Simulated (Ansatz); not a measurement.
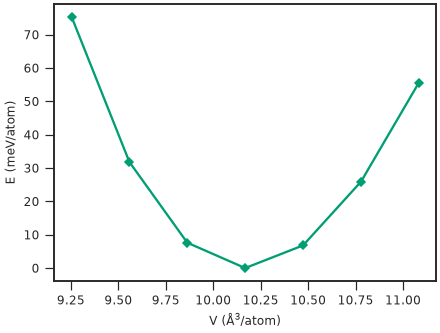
Fig. 1. TiC (rock salt, Fm-3m) under volume change, PBE in the plane-wave PAW code Ansatz, scaled uniformly.

Question: What does a third-order Birch–Murnaghan fit give for V₀, B₀ and B′?

Answer: V₀ = 10.17 Å³/atom, B₀ = 250 GPa, B′ = 4.0.

The PBE relaxation kept the symmetry of its start; phonons on a q-mesh show no instability. The run is not spin-polarised.

Potentials: the later of the program's two PAW sets.
